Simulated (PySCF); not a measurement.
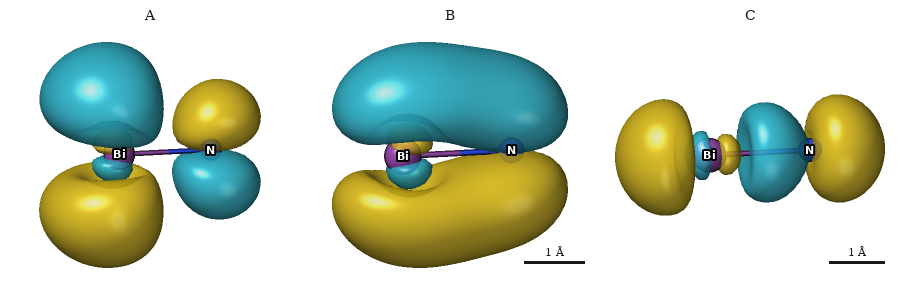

Figure. BiN. Three frontier orbitals, each drawn at the value that holds 80 % of its norm (yellow and cyan are the two phases), in no order; of a degenerate pair one member is drawn.

Core potentials replace the inner electrons of Bi.

Level of theory: PBE0/cc-pVTZ(-PP), non-relativistic Hamiltonian with scalar-relativistic core potentials where named, at a bond length of 1.897 Å in PySCF 2.14.0.

Question: Label each orbital by symmetry, say whether it is occupied, and order them by energy.

Answer: Orbital C: σ, occupied, −7.57 eV; shared between the atoms (Bi 40 %, N 60 %).
Orbital B: π, occupied, −7.43 eV; bonding, with no node between the atoms.
Orbital A: π, empty, −2.58 eV; antibonding, with a node between the atoms.
